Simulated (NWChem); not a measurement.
# One shape, several levels: C2H6AlF (SMILES [CH3][Al]([CH3])[F])

Wanted: a comparison of 4 runs (HF/STO-3G, HF/3-21G, M06-2X/def2-SVP, PBE0/def2-SVP) of C2H6AlF. 

The calculation is run with NWChem 7.3.0.

**1. The molecule**

The species is C2H6AlF (10 atoms), meant as a singlet with charge 0. As SMILES, `[CH3][Al]([CH3])[F]`. Geometry: relaxed at PBE0-D4/def2-TZVP.

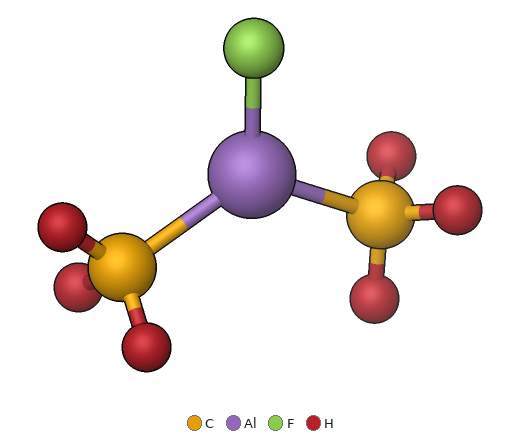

Viewed from a chosen angle; carbon amber, aluminium purple, fluorine green, hydrogen red.

**2. Energy and gradient at HF/STO-3G (run 1)**

The input, c2h6alf.nw:

```
start c2h6alf
title "C2H6AlF"
memory total 2200 mb
charge 0
geometry units angstrom noautosym nocenter noautoz
 C       -0.566700       1.412600      -0.858500
 Al      -0.288600      -0.445300      -0.364300
 C        0.794700      -1.093100       1.112200
 F       -1.047300      -1.600600      -1.281300
 H       -1.184400       1.517100      -1.752900
 H       -1.054000       1.963400      -0.046800
 H        0.387100       1.917300      -1.043800
 H        0.189400      -1.676700       1.813200
 H        1.269800      -0.283800       1.672000
 H        1.583200      -1.762300       0.753400
end
basis spherical bse
 * library STO-3G
end
scf
 nopen 0
 rhf
 thresh 1e-08
 maxiter 80
end
task scf gradient
```

Launch:

```sh
nwchem c2h6alf.nw > c2h6alf.out
```

The program printed:

```text
[...]
  functions       =    30
[...]
  wavefunction    = RHF
[...]
         Total SCF energy =   -415.440142954405
      One-electron energy =   -885.295672419484
      Two-electron energy =    316.531143648827
 Nuclear repulsion energy =    153.324385816251
        Time for solution =      1.1s
[...]
                         RHF ENERGY GRADIENTS
    atom               coordinates                        gradient
                 x          y          z           x          y          z
   1 C      -1.070908   2.669427  -1.622330   -0.005837   0.013657  -0.009695
   2 Al     -0.545375  -0.841495  -0.688427    0.009272   0.014232   0.011046
   3 C       1.501765  -2.065659   2.101753    0.009258  -0.004441   0.012492
   4 F      -1.979110  -3.024695  -2.421306   -0.016990  -0.026307  -0.020452
   5 H      -2.238191   2.866903  -3.312501   -0.005214  -0.000199  -0.007217
   6 H      -1.991771   3.710288  -0.088439   -0.003283   0.004389   0.008935
   7 H       0.731513   3.623172  -1.972496    0.009566   0.003850   0.000167
   8 H       0.357914  -3.168504   3.426451   -0.005980  -0.006308   0.005084
   9 H       2.399574  -0.536304   3.159622    0.003259   0.008170   0.003657
  10 H       2.991814  -3.330264   1.423720    0.005949  -0.007044  -0.004018
[...]
```

It took 1.9 s on 1 thread of AMD EPYC 9R45 (Zen 5), shared host; peak memory 0.099 GiB.

**3. Energy and forces at HF/3-21G (run 2)**

The input, c2h6alf.nw:

```
start c2h6alf
title "C2H6AlF gradient"
memory stack 880 mb heap 220 mb global 1100 mb

geometry noautosym nocenter noautoz
  C    -0.566700    1.412600   -0.858500
  Al   -0.288600   -0.445300   -0.364300
  C     0.794700   -1.093100    1.112200
  F    -1.047300   -1.600600   -1.281300
  H    -1.184400    1.517100   -1.752900
  H    -1.054000    1.963400   -0.046800
  H     0.387100    1.917300   -1.043800
  H     0.189400   -1.676700    1.813200
  H     1.269800   -0.283800    1.672000
  H     1.583200   -1.762300    0.753400
end

basis spherical bse
  * library 3-21G
end

scf
  thresh 1e-08
  maxiter 80
  noprint "final vectors analysis"
end

task scf gradient
```

Launch:

```sh
nwchem c2h6alf.nw > c2h6alf.out
```

The program printed:

```text
[...]
  functions       =    52
[...]
  wavefunction    = RHF
[...]
         Total SCF energy =   -418.395971369036
      One-electron energy =   -885.419272050124
      Two-electron energy =    313.698914864837
 Nuclear repulsion energy =    153.324385816251
        Time for solution =      1.3s
[...]
                         RHF ENERGY GRADIENTS
    atom               coordinates                        gradient
                 x          y          z           x          y          z
   1 C      -1.070908   2.669427  -1.622330    0.001058  -0.013112   0.001978
   2 Al     -0.545375  -0.841495  -0.688427    0.002781   0.003851   0.003430
   3 C       1.501765  -2.065659   2.101753   -0.007163   0.004881  -0.009785
   4 F      -1.979110  -3.024695  -2.421306    0.001762   0.002905   0.002111
   5 H      -2.238191   2.866903  -3.312501   -0.002428  -0.000320  -0.003379
   6 H      -1.991771   3.710288  -0.088439   -0.000997   0.001356   0.003679
   7 H       0.731513   3.623172  -1.972496    0.003825   0.001199   0.000358
   8 H       0.357914  -3.168504   3.426451   -0.002742  -0.002037   0.001800
   9 H       2.399574  -0.536304   3.159622    0.001620   0.003633   0.001843
  10 H       2.991814  -3.330264   1.423720    0.002284  -0.002355  -0.002036
[...]
```

Wall time 2.2 s (1 thread of AMD EPYC 9R45 (Zen 5), shared host); peak memory 0.099 GiB.

**4. Energy and forces at M06-2X/def2-SVP (run 3)**

The input, work.xyz:

```xyz
10
C2H6AlF
C     -0.566700     1.412600    -0.858500
Al    -0.288600    -0.445300    -0.364300
C      0.794700    -1.093100     1.112200
F     -1.047300    -1.600600    -1.281300
H     -1.184400     1.517100    -1.752900
H     -1.054000     1.963400    -0.046800
H      0.387100     1.917300    -1.043800
H      0.189400    -1.676700     1.813200
H      1.269800    -0.283800     1.672000
H      1.583200    -1.762300     0.753400
```

The input, work.nw:

```
START work
TITLE "C2H6AlF"
memory 2200 mb
charge 0
GEOMETRY noautosym nocenter noautoz
load work.xyz
END
BASIS "ao basis" spherical bse
* library def2-SVP
END
DFT
xc m06-2x
grid fine
convergence energy 1e-08
maxiter 100
mulliken
noprint "final vectors analysis"
END
TASK dft gradient
```

Launch:

```sh
nwchem work.nw > work.out
```

The program printed:

```text
[...]
          Wavefunction type:  closed shell.
          No. of atoms     :    10
          No. of electrons :    40
[...]
          Charge           :     0
          Spin multiplicity:     1
[...]
          AO basis - number of functions:    90
[...]
              XC Information
              --------------
                       M06-2X Method XC Functional
                     Hartree-Fock (Exact) Exchange  0.540
                        M06-2X Exchange Functional  1.000
                      M06-2X Correlation Potential  1.000
[...]
 d= 0,ls=0.0,diis     1   -421.8072966393 -5.75D+02  1.10D-02  5.58D-01     1.5
[...]
 d= 0,ls=0.0,diis     8   -421.8734108550 -2.44D-09  5.42D-07  1.47D-09    10.4
         Total DFT energy =     -421.873410855032
      One electron energy =     -888.065949868445
           Coulomb energy =      355.058262867526
    Exchange-Corr. energy =      -42.190109670364
 Nuclear repulsion energy =      153.324385816252
[...]
      Total Density - Mulliken Population Analysis
     ---------------------------------------------
    Atom       Charge   Shell Charges
 -----------   ------   -------------------------------------------------------
    1 C    6     6.47   1.99  0.85  0.32  2.11  1.18  0.01
    2 Al  13    12.07   2.00  1.98  0.80  0.04  5.93  0.77  0.29  0.27
    3 C    6     6.47   1.99  0.85  0.32  2.11  1.18  0.01
    4 F    9     9.42   1.99  1.10  0.82  3.34  2.16  0.00
    5 H    1     0.92   0.72  0.17  0.02
    6 H    1     0.93   0.72  0.18  0.02
    7 H    1     0.93   0.72  0.18  0.02
    8 H    1     0.93   0.72  0.18  0.02
    9 H    1     0.93   0.73  0.18  0.02
   10 H    1     0.93   0.72  0.18  0.02
[...]
  wavefunction    = closed shell
[...]
```

It took 15 s on 1 thread of AMD EPYC 9R45 (Zen 5), shared host; peak memory 0.12 GiB.

**5. Energy and forces at PBE0/def2-SVP (run 4)**

The input, geom.nw:

```
start geom
title "C2H6AlF"
memory stack 880 mb heap 220 mb global 1100 mb
geometry units angstroms noautosym nocenter noautoz
  C       -0.566700       1.412600      -0.858500
  Al      -0.288600      -0.445300      -0.364300
  C        0.794700      -1.093100       1.112200
  F       -1.047300      -1.600600      -1.281300
  H       -1.184400       1.517100      -1.752900
  H       -1.054000       1.963400      -0.046800
  H        0.387100       1.917300      -1.043800
  H        0.189400      -1.676700       1.813200
  H        1.269800      -0.283800       1.672000
  H        1.583200      -1.762300       0.753400
end
basis "ao basis" spherical bse
  * library def2-SVP
end
dft
  xc pbe0
  grid fine
  convergence energy 1e-08
  maxiter 100
  mulliken
end
task dft gradient
```

Launch:

```sh
nwchem geom.nw > geom.out
```

The program printed:

```text
[...]
          Wavefunction type:  closed shell.
          No. of atoms     :    10
          No. of electrons :    40
[...]
          Charge           :     0
          Spin multiplicity:     1
[...]
          AO basis - number of functions:    90
[...]
              XC Information
              --------------
                         PBE0 Method XC Functional
                     Hartree-Fock (Exact) Exchange  0.250
          PerdewBurkeErnzerhof Exchange Functional  0.750
            Perdew 1991 LDA Correlation Functional  1.000 local
           PerdewBurkeErnz. Correlation Functional  1.000 non-local
[...]
 d= 0,ls=0.0,diis     1   -421.5944920477 -5.75D+02  1.33D-02  5.92D-01     1.2
[...]
 d= 0,ls=0.0,diis     8   -421.6606282743 -1.49D-09  8.02D-07  5.37D-09     7.7
         Total DFT energy =     -421.660628274309
      One electron energy =     -888.130289941469
           Coulomb energy =      355.116086436475
    Exchange-Corr. energy =      -41.970810585567
 Nuclear repulsion energy =      153.324385816251
[...]
      Total Density - Mulliken Population Analysis
     ---------------------------------------------
    Atom       Charge   Shell Charges
 -----------   ------   -------------------------------------------------------
    1 C    6     6.46   1.99  0.87  0.32  2.11  1.17  0.01
    2 Al  13    12.11   2.00  1.98  0.81  0.04  5.92  0.78  0.30  0.27
    3 C    6     6.46   1.99  0.87  0.32  2.11  1.17  0.01
    4 F    9     9.41   1.99  1.12  0.82  3.34  2.14  0.00
    5 H    1     0.92   0.72  0.17  0.03
    6 H    1     0.93   0.72  0.18  0.03
    7 H    1     0.93   0.72  0.18  0.03
    8 H    1     0.93   0.72  0.18  0.03
    9 H    1     0.93   0.72  0.18  0.03
   10 H    1     0.93   0.72  0.18  0.03
[...]
  wavefunction    = closed shell
[...]
```

Wall time 11 s (1 thread of AMD EPYC 9R45 (Zen 5), shared host); peak memory 0.12 GiB.

**6. All runs side by side**

```tsv
run	level	iteration cap	module	energy (Eh)	dipole moment (D)	largest force (eV/Å)	wall time
1	HF/STO-3G	80	scf	-415.440143	0.83	1.923	1.9 s
2	HF/3-21G	80	scf	-418.395971	2.08	0.684	2.2 s
3	M06-2X/def2-SVP	100	dft	-421.873411	1.88	0.308	15 s
4	PBE0/def2-SVP	100	dft	-421.660628	1.87	0.509	11 s
```

**7. Outcome**

| quantity | value |
| --- | --- |
| run 4: total energy | -421.66063 Eh |
| run 4: dipole moment | 1.87 D |
| run 4: HOMO energy | -7.87 eV |
| run 4: LUMO energy | -0.15 eV |
| run 4: HOMO–LUMO gap | 7.72 eV |
| run 4: largest force on an atom | 0.509 eV/Å |

In words: The dipole moment (its size) runs from 0.83 D (HF/STO-3G) to 2.08 D (HF/3-21G). Totals of different functionals can't be ranked against each other. In run 1 the basis is minimal, so the values are rough. All runs together took 29 s, the longest 15 s.
